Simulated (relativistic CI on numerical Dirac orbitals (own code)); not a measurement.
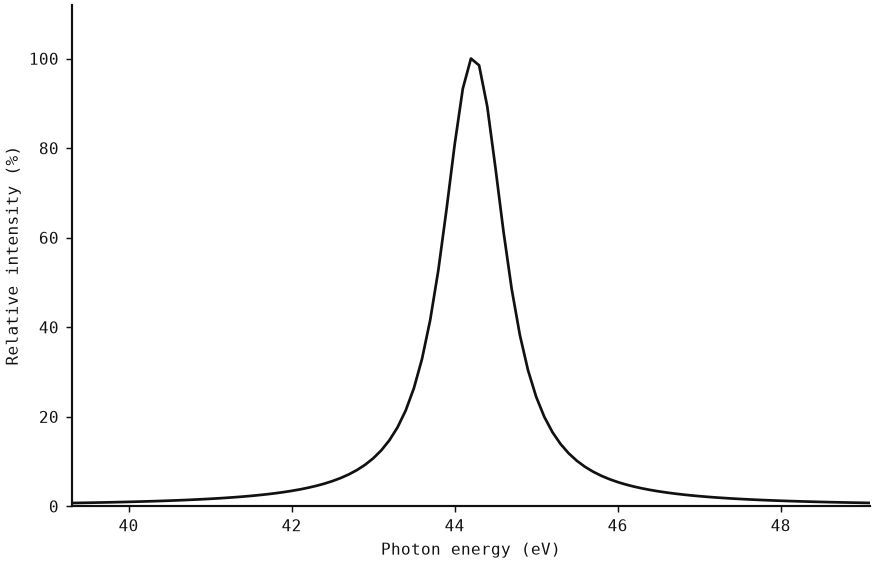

Computed core-level spectrum (absorption) of an ion of charge +3 in a field of Td symmetry with 10Dq = −1,800 cm⁻¹. Multiplet model: relativistic Dirac–Coulomb–Breit theory, one configuration a step, Slater integrals scaled by 0.9, 300 K, Voigt broadening (Lorentzian 0.8 eV, Gaussian 0.3 eV full widths), computed with a radial Dirac CI code.

### Which element and which edge or line is it?

M₂,₃ X-ray absorption of Sc IV (Sc³⁺), initial configuration [Ar]. The main maxima lie at 44.2 eV (100), heights in % of the largest; the centroid is at 44.2 eV. The ground state has S = 0.00.

Caveat: free-ion energies, so absolute edge positions are off by a few eV from solids; core and valence shell share one n, so the strongest features autoionise and are far broader and can lie several eV off in experiment.
